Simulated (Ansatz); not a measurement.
# The cluster HfSi₃− (doublet): inputs that go wrong

Aim: try 2 inputs for the cluster HfSi₃− (doublet) as typed, read how each ends, and find what has to change.

Computed with Ansatz 0.2.0, Gaussian basis. Level: the settings change from run to run.

### 1 The relaxed structure

An earlier PBE-D4/def2-SVPD relaxation fixed the geometry. Hf takes a core potential in def2 sets; no spin-orbit term is included.

4 atoms, charge -1, spin multiplicity 2.

Atoms are counted from 1 here; the program's logs count them from 0.

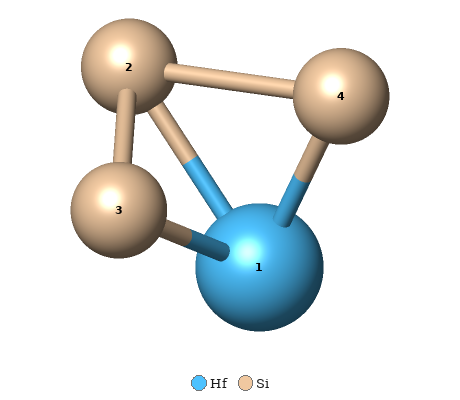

The structure; hafnium blue, silicon light orange; atoms are numbered from 1 in the order of the file.

Geometry (Å):

```xyz
4

Hf   -1.1188   -0.8092   -0.5848
Si    0.9335   -0.8787    0.8712
Si    0.9450    0.5212   -1.1228
Si   -0.7596    1.1668    0.8363
```

### 2 Input 1

Input file in.yaml:

```yaml
crystal:
  periodic: [true, true, true]
  atoms:
    - {symbol: Hf, position_ang: [-1.118801, -0.809218, -0.584772]}
    - {symbol: Si, position_ang: [0.933476, -0.878715, 0.871226]}
    - {symbol: Si, position_ang: [0.944961, 0.521166, -1.122791]}
    - {symbol: Si, position_ang: [-0.759636, 1.166767, 0.836338]}
basis:
  gaussian: {orbitals: def2-TZVP}
total_charge: -1
magnetization: {spin_polarized: true, initial_magnetization: 1}
hamiltonian: {xc: {name: wB97X-V}}
scf: {omitted_lower_state_checks: [starts]}
output: {forces: true}
```

Run with:

```sh
> ansatz run in.yaml --threads 4 --pin off --events-out ev --progress --plain --max-ram 3916MiB
```

Log:

```text
Error: YAML parse error: error: line 2 column 3: crystal: missing field `lattice` (a structure is typed as `lattice` and `atoms`, a molecule's as `atoms` in Å alone, or read from a run's directory, `checkpoint`)
 --> <input>:2:3
  |
1 | crystal:
2 |   periodic: [true, true, true]
  |   ^ crystal: missing field `lattice` (a structure is typed as `lattice` and `atoms`, a molecule's as `atoms` in Å alone, or read from a run's directory, `checkpoint`)
3 |   atoms:
4 |     - {symbol: Hf, position_ang: [-1.118801, -0.809218, -0.584772]}
  |
```

Wall time 0.05 s (4 threads of Arm Neoverse V1, shared host).

**Diagnosis.** Refused before any calculation. The molecule is marked periodic without a cell. To mend it, set periodic to false, or give a lattice.

### 3 Input 2

Input file in.yaml:

```yaml
crystal:
  periodic: [false, false, false]
  atoms:
    - {symbol: Hf, position_ang: [-0.671281, -0.566452, -0.409340]}
    - {symbol: Si, position_ang: [0.560086, -0.527229, 0.522736]}
    - {symbol: Si, position_ang: [0.661473, 0.364816, -0.673675]}
    - {symbol: Si, position_ang: [-0.455782, 0.816737, 0.585436]}
basis:
  gaussian: {orbitals: def2-TZVPD}
hamiltonian: {xc: {name: PBE0}}
```

Launched as before.

Log:

```text
Functional definition: PBE0
  name "PBE0"
  cite "Adamo & Barone, J. Chem. Phys. 110, 6158 (1999) doi:10.1063/1.478522"
  cite "Perdew, Burke & Ernzerhof, Phys. Rev. Lett. 77, 3865 (1996) doi:10.1103/PhysRevLett.77.3865"
  parent pbe
  parameter a = 0.25
  parameter kappa = 0.804
  parameter beta = 0.06672455060314922
  exchange = (1 - a)*pbe_x(kappa = kappa, mu = beta*pi^2/3) + a*exact_x
  correlation = pbe_c(beta = beta)
1327 factors; their error is unknown
mean field evaluation 1: about -24837.0343 eV, gradient 1.3e2 eV
mean field evaluation 2: about -24641.9802 eV, gradient 2.6e2 eV
mean field evaluation 4: about -24864.3269 eV, gradient 7.4e1 eV
mean field evaluation 8: about -24877.8280 eV, gradient 2.4e-1 eV
mean field evaluation 16: about -24877.8502 eV, gradient 4.0e-3 eV
mean field -24877.85023363 eV, -914.2441332734 hartree, gradient 3.9e-5 eV, S^2 0.000000; 2 other end points of the search recorded, 0 dependent functions left out
reference -24877.85026081 eV, -914.2441342721 hartree; 27, 27 occupied and 145, 145 virtual orbitals, 1327 factors
Total energy: -24877.85026081 eV, -914.2441342721 hartree
```

It took 3.7 s on 4 threads of Arm Neoverse V1, shared host.

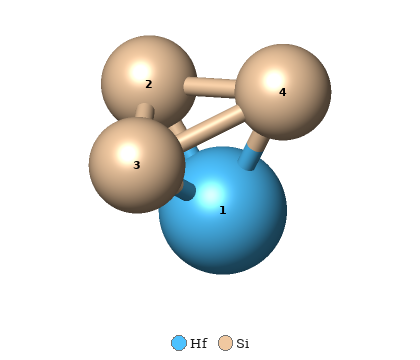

The geometry of this input.

What is wrong: The run converged, but a converged run isn't a right one. The geometry is squeezed well below its size. The shortest distance is 1.50 Å (Si2–Si3), against 2.44 Å in the relaxed molecule. It also asks for charge 0 and multiplicity 1, another species or state than the molecule above. Its energy is no property of the relaxed molecule. To mend it, use the relaxed coordinates, and set charge and spin to those of the species named.

### 4 How the tries ended

```csv
input,level,ended,cause,time
1,wB97X-V/def2-TZVP,refused,the molecule is marked periodic without a cell,0.05 s
2,PBE0/def2-TZVPD,converged,the geometry is squeezed well below its size,3.7 s
```

In words: 1 refused, 1 converged. A refusal costs next to no computing time. The dangerous case is the input that converges on a wrong geometry, charge, spin, basis or grid: often only a look at the input shows it.
